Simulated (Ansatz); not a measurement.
## Electronic structure of GaHNOSb (SMILES [NH+]#[Sb+][O+]=[Ga-3]) in real space

Input file:

```
crystal:
  periodic: [false, false, false]
  atoms:
    - {symbol: Ga, position_ang: [0.976250, 1.337439, -1.879025]}
    - {symbol: N, position_ang: [-0.259079, -0.485444, -0.923697]}
    - {symbol: O, position_ang: [0.158748, 2.078721, -0.232282]}
    - {symbol: Sb, position_ang: [-0.848824, 0.629063, 0.549631]}
    - {symbol: H, position_ang: [-0.543439, -1.466800, -1.003094]}
basis:
  gaussian:
    orbitals: def2-TZVPD
hamiltonian:
  xc: {name: PBE0}
output: {forces: true, orbitals: {seedname: orbitals}}
```

Command:

```sh
ansatz run input.yaml --threads 1 --pin off --max-ram 2610MiB --events-out events.jsonl --progress --plain --runs-dir runs
```

Geometry: B3LYP-D3(BJ)/def2-SVP; core potentials replace the inner electrons of Sb.

Level of theory: isolated molecule in a Gaussian basis; Kohn-Sham density functional theory, functional PBE0 in Ansatz 0.2.0.

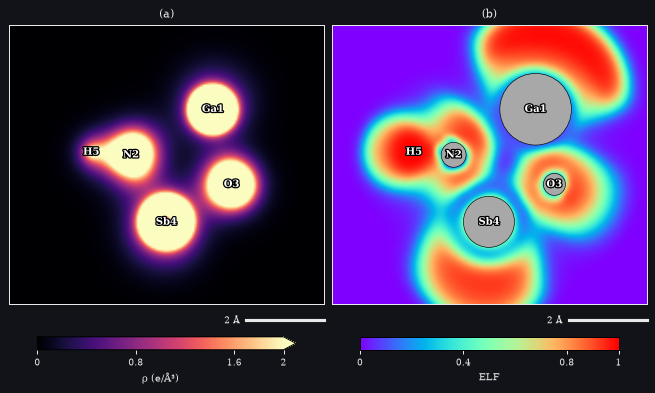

Figure 1. (a) electron density; (b) ELF on the molecular plane. Grey discs cover the atomic cores in the ELF map.

### Read the bonding off the picture.

- The section cuts through Ga, N, O, Sb and H sites.
- Sb–O (1.93 Å): ρ is about 0.94 e/Å³ halfway; the ELF peaks at about 0.80 in the valence shell of O, 0.6 Å from its nucleus, and drops to about 0.20 between the two atoms.
- Sb–N (1.94 Å): ρ is about 0.98 e/Å³ halfway; the ELF peaks at about 0.85 in the valence shell of N, 0.6 Å from its nucleus, and drops to about 0.20 between the two atoms.
- Ga–O (1.98 Å): ρ is about 0.6 e/Å³ halfway; the ELF peaks at about 0.85 in the valence shell of O, 0.6 Å from its nucleus, and is about 0.25 at the midpoint.
- N–H (1.02 Å): ρ at the midpoint is about 2.8 e/Å³; the ELF climbs to about 1 towards the hydrogen, as it does in any bond to H (an ordinary covalent bond to hydrogen).
- The ELF also peaks beside Sb4 and O3, away from the bonds: lone-pair regions.

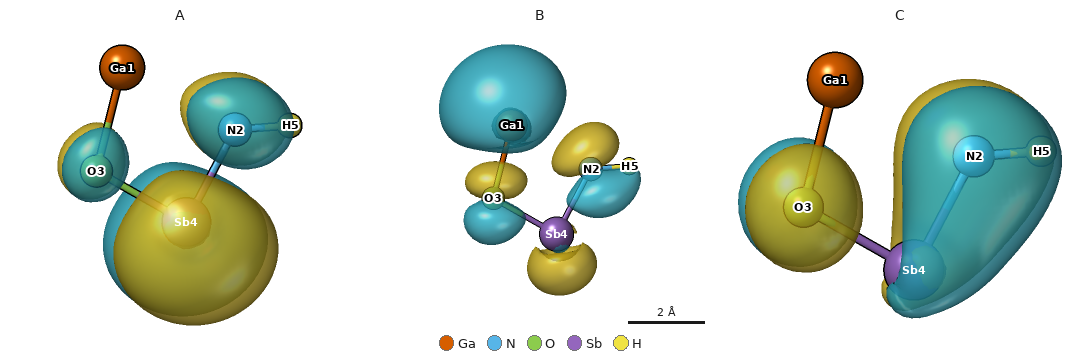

Figure 2. Three frontier orbitals at ±0.08 Å⁻³ᐟ² (yellow and cyan are the two phases), in no order.

### Order the three orbitals by energy and name them.

C is the HOMO−1 (−7.34 eV). By Hirshfeld shares it lies mainly on N2 (about 50 %), O3 (about 25 %) and Sb4 (about 15 %); it changes sign across the molecular plane (π type); π-bonding across N2–Sb4; π-antibonding (a node) across O3–Sb4. B is the HOMO (−5.94 eV). Its weight (Hirshfeld) is mainly on Ga1 (about 60 %), N2 (about 15 %), O3 (about 15 %) and Sb4 (about 10 %); it is symmetric in the molecular plane (an in-plane orbital: σ, lone-pair or in-plane π type). A is the LUMO (−2.97 eV). By Hirshfeld shares it lies mainly on Sb4 (about 70 %), N2 (about 15 %) and O3 (about 5 %); it changes sign across the molecular plane (π type).

### What is the HOMO–LUMO gap?

2.97 eV between the orbital energies.
